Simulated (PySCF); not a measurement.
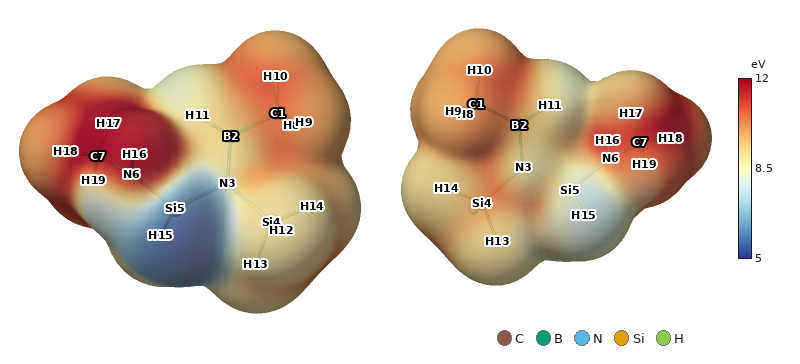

Figure 1: C2H12BN2Si2, doublet, SMILES `CBN([SiH3])[SiH]NC`. Average local ionisation energy on the surface of electron density 0.001 a.u. (back view left, front view right).

PySCF calculation, BP86/def2-SVP, gas phase; geometry: GFN2-xTB. No frequency check shows the geometry to be a minimum. The stability of the open-shell solution wasn't checked. GFN2-xTB doesn't know the spin state, so this open-shell geometry is rough.

Coordinates in Å:

```
C1       2.0551   -2.1618   -0.0088
B2       0.6825   -1.3709   -0.0049
N3       0.6252    0.0352    0.0253
Si4      1.9879    1.1412    0.0385
Si5     -0.9000    0.9206   -0.0594
N6      -2.3068    0.0588   -0.5361
C7      -3.2070   -0.6258    0.3668
H8       2.5626   -2.0613    0.9502
H9       2.7405   -1.7809   -0.7640
H10      1.9222   -3.2263   -0.1903
H11     -0.3351   -1.9654   -0.0238
H12      2.1273    1.6667   -1.3218
H13      1.6556    2.2207    0.9714
H14      3.2093    0.4739    0.4824
H15     -1.1664    1.4606    1.2781
H16     -2.3356   -0.3419   -1.4614
H17     -2.9119   -1.6666    0.5373
H18     -4.2215   -0.6136   -0.0369
H19     -3.2074   -0.1093    1.3233
```

Locate the minima of the map.

The lowest value is 5.2 eV, 2.5 Å from Si5. Further minima include 7.9 eV, 1.5 Å from H15; 8.2 eV, 1.5 Å from H11; 8.7 eV, 1.4 Å from H13. For comparison, the highest occupied orbital lies at −4.4 eV.

What volume does the surface enclose, and what is the dipole moment?

About 198 Å³; the dipole moment is 0.9 D.

Cost of the run: 67 s on 1 thread of Intel(R) Xeon(R) Processor, on a shared host, peak memory 0.65 GiB.
